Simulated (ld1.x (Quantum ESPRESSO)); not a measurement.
**Cd: pseudopotential generation (part 2 of 2)**

Continued. System: cadmium (Cd, Z = 48), core [Kr], reference valence 4d10 5s2 5p0, valence charge 12. Method: TM potential, LDA (PZ), fully relativistic, made with ld1.x (Quantum ESPRESSO) 7.5.

### Output of the test run (extracts), continued
```
     ---------------------- Testing the pseudopotential ----------------------

     Cd
     dirac relativistic calculation

     atomic number is 48.00   valence charge is 12.00
     dft =PZ   lsd =0 sic =0 latt =0  beta=0.20 tr2=1.0E-14
     mesh =1239 r(mesh) =  99.86297 xmin = -7.00 dx = 0.01250

     n l  j  nl             e AE (Ry)       e PS (Ry)    De AE-PS (Ry)
     3 2 1.5 4D   1( 3.20)       -4.64583       -4.70461        0.05877  !
     3 2 2.5 4D   1( 4.80)       -4.58419       -4.64161        0.05742  !
     1 0 0.5 5S   1( 0.00)       -3.26720       -3.28244        0.01525  !
     2 1 0.5 5P   1( 0.00)       -2.61964       -2.65681        0.03717  !
     2 1 1.5 5P   1( 0.00)       -2.55001       -2.59637        0.04637  !

     eps = 3.2E-16  iter =  7

     Etot =  -11173.181364 Ry,   -5586.590682 Ha, -152018.876839 eV
     Etotps =   -83.406693 Ry,     -41.703346 Ha,   -1134.805867 eV
     dEtot_ae =       8.796136 Ry
     dEtot_ps =       8.845717 Ry,   Delta E=      -0.049581 Ry

     Ekin =      68.368494 Ry,      34.184247 Ha,     930.200752 eV
     Encl =    -108.761363 Ry,     -54.380682 Ha,   -1479.773735 eV
     Ehrt =      49.043755 Ry,      24.521877 Ha,     667.274279 eV
     Ecxc =      -9.540860 Ry,      -4.770430 Ha,    -129.810009 eV
     Epseu=     -82.516719 Ry,     -41.258359 Ha,   -1122.697154 eV

     ---------------------- End of pseudopotential test ----------------------

     ---------------------- Testing the pseudopotential ----------------------

     Cd
     dirac relativistic calculation

     atomic number is 48.00   valence charge is 12.00
     dft =PZ   lsd =0 sic =0 latt =0  beta=0.20 tr2=1.0E-14
     mesh =1239 r(mesh) =  99.86297 xmin = -7.00 dx = 0.01250

     n l  j  nl             e AE (Ry)       e PS (Ry)    De AE-PS (Ry)
     3 2 1.5 4D   1( 4.00)       -1.04385       -1.04105       -0.00280
     3 2 2.5 4D   1( 6.00)       -0.99185       -0.98909       -0.00277
     1 0 0.5 5S   1( 1.00)       -0.53056       -0.52948       -0.00109
     2 1 0.5 5P   1( 0.33)       -0.17788       -0.17786       -0.00002
     2 1 1.5 5P   1( 0.67)       -0.16078       -0.16079        0.00000

     eps = 4.6E-16  iter = 10

     Etot =  -11181.626000 Ry,   -5590.813000 Ha, -152133.771967 eV
     Etotps =   -91.901399 Ry,     -45.950699 Ha,   -1250.382230 eV
     dEtot_ae =       0.351500 Ry
     dEtot_ps =       0.351011 Ry,   Delta E=       0.000489 Ry

     Ekin =      76.422455 Ry,      38.211227 Ha,    1039.780469 eV
     Encl =    -149.300836 Ry,     -74.650418 Ha,   -2031.341362 eV
     Ehrt =      85.054934 Ry,      42.527467 Ha,    1157.231327 eV
     Ecxc =     -12.698509 Ry,      -6.349255 Ha,    -172.772022 eV
     Epseu=     -91.379442 Ry,     -45.689721 Ha,   -1243.280641 eV

     ---------------------- End of pseudopotential test ----------------------

     ---------------------- Testing the pseudopotential ----------------------

     Cd
     dirac relativistic calculation

     atomic number is 48.00   valence charge is 12.00
     dft =PZ   lsd =0 sic =0 latt =0  beta=0.20 tr2=1.0E-14
     mesh =1239 r(mesh) =  99.86297 xmin = -7.00 dx = 0.01250

     n l  j  nl             e AE (Ry)       e PS (Ry)    De AE-PS (Ry)
     3 2 1.5 4D   1( 4.00)       -1.66935       -1.66174       -0.00760  !
     3 2 2.5 4D   1( 6.00)       -1.61673       -1.60922       -0.00751  !
     1 0 0.5 5S   1( 0.00)       -1.06421       -1.06104       -0.00318
     2 1 0.5 5P   1( 0.33)       -0.64331       -0.64350        0.00019
     2 1 1.5 5P   1( 0.67)       -0.61552       -0.61591        0.00040

     eps = 8.0E-16  iter =  9

     Etot =  -11180.836364 Ry,   -5590.418182 Ha, -152123.028429 eV
     Etotps =   -91.113823 Ry,     -45.556911 Ha,   -1239.666714 eV
     dEtot_ae =       1.141135 Ry
     dEtot_ps =       1.138587 Ry,   Delta E=       0.002548 Ry

     Ekin =      77.027317 Ry,      38.513659 Ha,    1048.010039 eV
     Encl =    -141.564858 Ry,     -70.782429 Ha,   -1926.088016 eV
     Ehrt =      78.004465 Ry,      39.002233 Ha,    1061.304814 eV
     Ecxc =     -12.267448 Ry,      -6.133724 Ha,    -166.907138 eV
     Epseu=     -92.313299 Ry,     -46.156649 Ha,   -1255.986412 eV

     ---------------------- End of pseudopotential test ----------------------
```

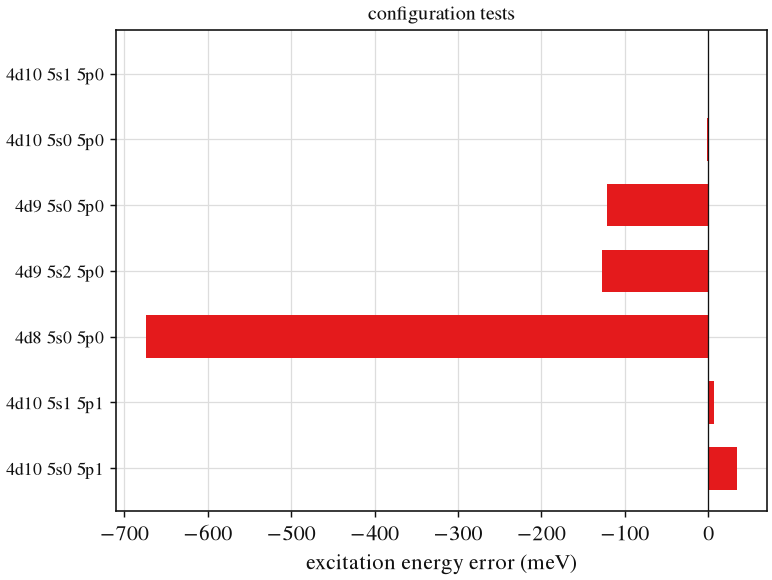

Errors, all-electron minus pseudo, of the energies of valence configurations relative to the unpolarised reference 4d10 5s2 5p0.

- Worst configuration: 4d8 5s0 5p0 (charge +4): the error is -675 meV on an all-electron energy of +119.68 eV relative to the reference, or 0.56 %.
- Configurations within 10 meV and within 50 meV: 3 and 4 of 7.
- Errors in meV: 4d10 5s1 5p0: +0.3; 4d10 5s0 5p0: -1.0; 4d9 5s0 5p0: -122; 4d9 5s2 5p0: -127; 4d8 5s0 5p0: -675; 4d10 5s1 5p1: +6.7; 4d10 5s0 5p1: +35.

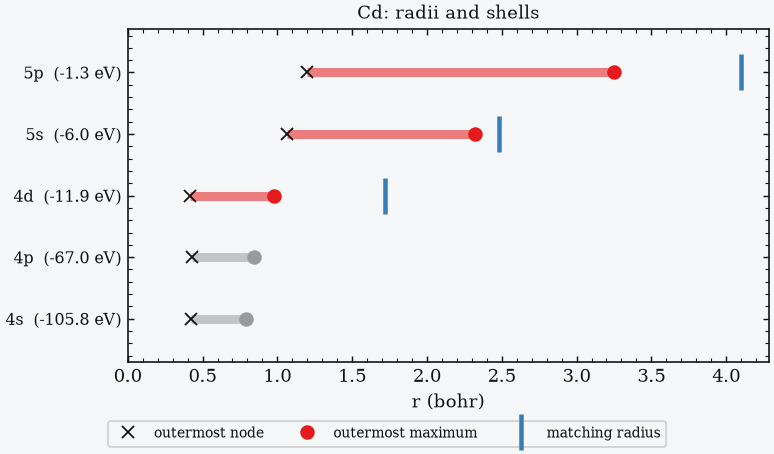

Outer shells of the all-electron reference atom: each bar runs from the outermost node (or the nucleus) to the outermost maximum of u(r); the tick is the radius chosen for the pseudo-wave. Shells without a tick have no pseudo-wave of their own. Levels, nodes and maxima are from ld1.x, scalar-relativistic.

- Radii against the shells: 4d: 1.72 bohr, outside the maximum; 5s: 2.48 bohr, outside the maximum; 5p: 4.10 bohr, outside the maximum.

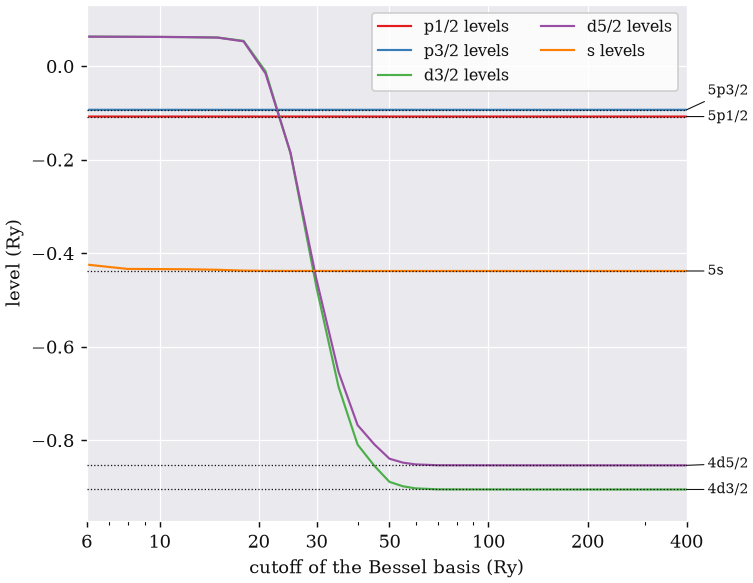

The pseudo-atom Hamiltonian at the reference potential is diagonalised in spherical Bessel functions (20 bohr box) up to the cutoff. Curves: the lowest levels of each channel that holds a bound state. Dotted lines: the all-electron valence levels.

- Ghost states: no ghost state below the valence levels in the p1/2, p3/2, d3/2, d5/2, s, f channels. The curves of the valence states settle on the dotted lines.
- All-electron valence levels: 5p1/2: -0.11 Ry; 5p3/2: -0.09 Ry; 4d3/2: -0.91 Ry; 4d5/2: -0.85 Ry; 5s: -0.44 Ry.

### Key numbers

- outcome: generated
- cutoffs needed: 70 Ry and 110 Ry (the cutoffs, on a coarse ladder, from which the occupation-weighted sum of valence levels, in a spherical-Bessel basis at the reference potential, stays within 10 and 1 mRy of its value at 400 Ry); ghost states and empty shells don't enter this sum
- ghost test: no ghost state below the valence levels in the p1/2, p3/2, d3/2, d5/2, s, f channels (spherical-Bessel basis up to 400 Ry, 20 bohr box)
- largest excitation error: -675 meV (all-electron minus pseudo) for 4d8 5s0 5p0, out of 7 test configurations
- range over which the phases arctan(r u′/u) at the test radius agree within 0.05 rad (a looser test near the poles than one of phase shifts): s: up to about 0.6 Ry; p1/2: up to about 1.0 Ry; p3/2: up to about 1.0 Ry; d3/2: up to about 0.3 Ry; d5/2: up to about 0.3 Ry
- wall time: 1.3 s

### Remarks

An excitation error of 675 meV in its own tests makes this a poorly transferable potential.
